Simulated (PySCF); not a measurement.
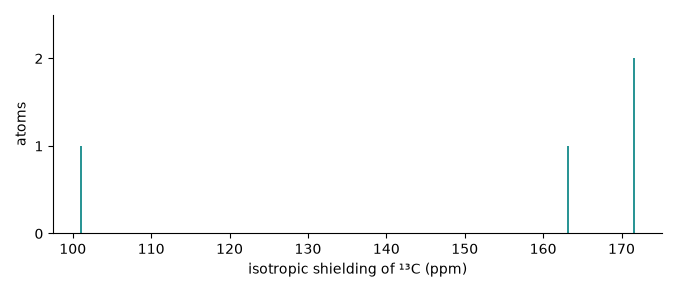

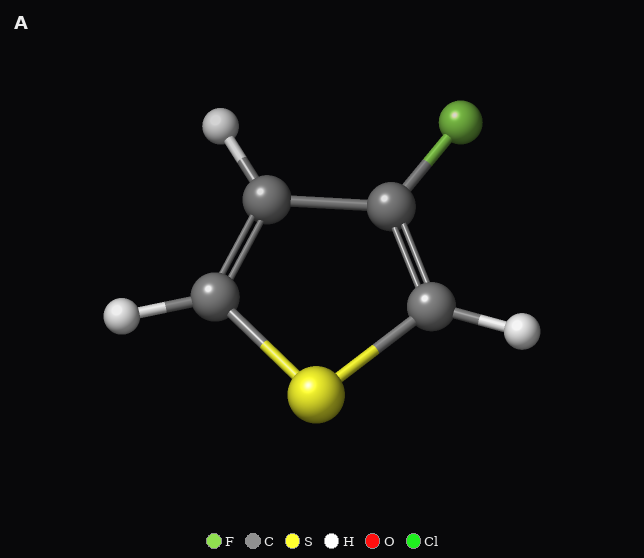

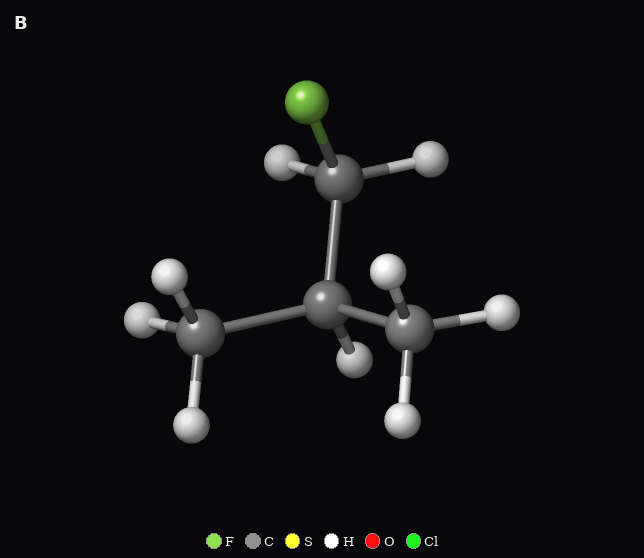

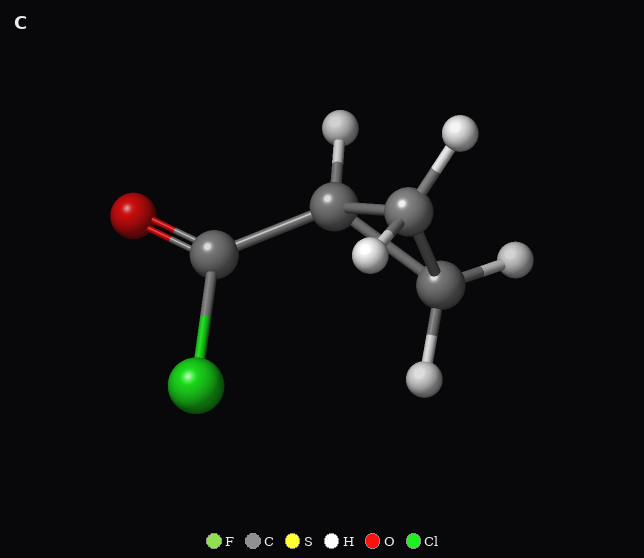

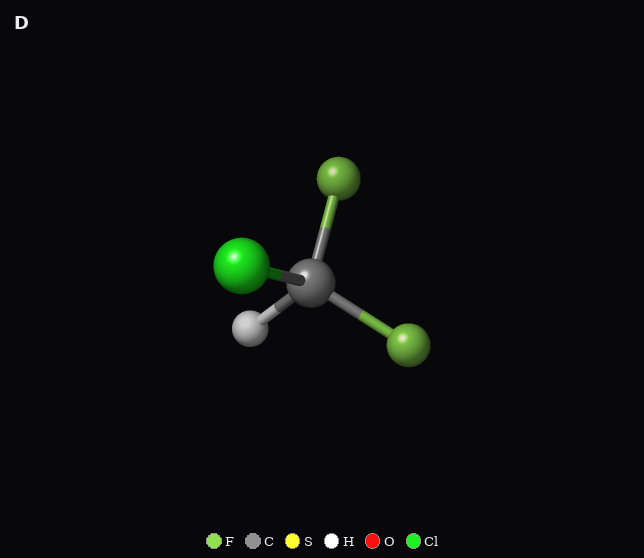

The sticks are computed shieldings of one of the molecules, for one fixed geometry (PBE0-D3(BJ)/def2-SVP) without averaging over rotations. Low shielding means a high chemical shift. Method: GIAO PBE0/pcSseg-0 NMR shielding, non-relativistic, gas phase (PySCF 2.14.0).

### Which molecule gives this pattern?

B, `CC(C)CF`. Its 4 C atoms give lines at 101.0, 163.2, 171.6 (2 atoms) ppm.
